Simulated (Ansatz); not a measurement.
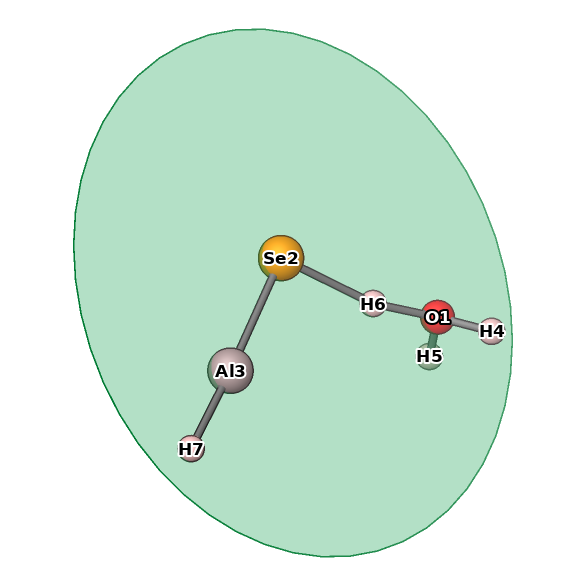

A disc through the centre of mass is drawn in. Distant atoms are faded towards the background colour. The species has charge +1 and is a spin singlet. Computed geometry: PBE0-D4/def2-TZVP optimisation. No frequency run is at hand to confirm it as a minimum.

> Is the plane of the disc a mirror plane of the structure?

Yes. The reflection leaves O1, Se2, Al3, H6, H7 in place and moves H4 ↔ H5. The point group is Cs.
